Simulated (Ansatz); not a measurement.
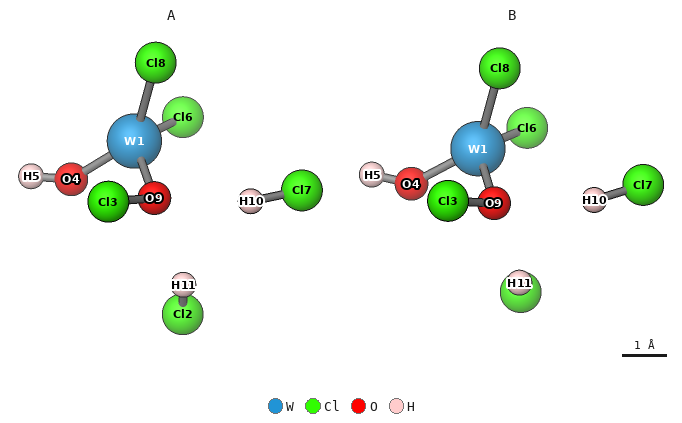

Two geometries of WH3O2Cl5, drawn at one scale. One is the start of a relaxation, the other its converged end. A ball-and-stick model, seen at a tilt.

Level of theory: RHF/def2-SVP (Ansatz). Set-up: no spin polarisation; force threshold 0.03 eV/Å; at most 50 steps.

Which one is relaxed?

Answer. Structure A is the relaxed one. The run prepares an end point of a later path (reaction) calculation, from a guessed geometry. Cl2 moves most after the best rigid fit: 0.56 Å. Largest moves by element: Cl 0.56 Å, W 0.19 Å, H 0.14 Å, O 0.13 Å. Among the contacts that change: W1–Cl2 3.597 → 4.242 Å, Cl2–H11 1.321 → 1.274 Å, W1–O4 1.845 → 1.837 Å, W1–O9 1.938 → 1.931 Å. Among the angles between lasting bonds that change: W1–O4–H5 137.7° → 143.5°, O4–W1–Cl8 136.1° → 139.7°, Cl6–W1–O9 131.0° → 128.5°. Over 8 accepted moves (10 points after the start) the energy falls by 9.64 kJ/mol. Largest force component: 1.2 eV/Å at the start, 0.017 eV/Å at the end. The line search rejected the trial steps at points 3, 7 of the run. Cost: 55 s on 4 threads of Arm Neoverse V1 (shared host), peak memory 0.62 GiB.

Limits of the set-up: Hartree-Fock leaves out electron correlation.
